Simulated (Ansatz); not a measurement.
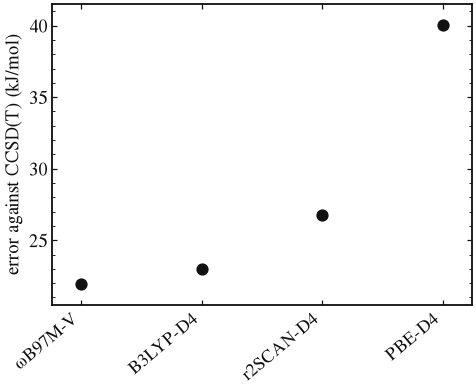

Error in the electronic atomisation energy (method less reference, so positive means overbinding) of C₂H₉BSi, SMILES CB[SiH2]C: functionals in def2-TZVPP against frozen-core CCSD(T) at the limit (MP2 extrapolated from triple and quadruple zeta, plus CCSD(T) less MP2 in a smaller set), which gives 4591.2 kJ/mol, at a PBE0-D4/def2-TZVP geometry (no frequency check), no zero-point or spin-orbit term, the Ansatz code 0.2.0. The reference leaves out core correlation, a term that grows with the number of heavy atoms.

### What range do the values span?

From 21.9 kJ/mol (ωB97M-V) to 40.1 kJ/mol (PBE-D4).

### Which of these levels overbind, and which underbind?

Overbind: ωB97M-V, B3LYP-D4, r2SCAN-D4 and PBE-D4. Underbind: none clearly.

Caveats, for all or some of the runs: one conformer of a flexible molecule.
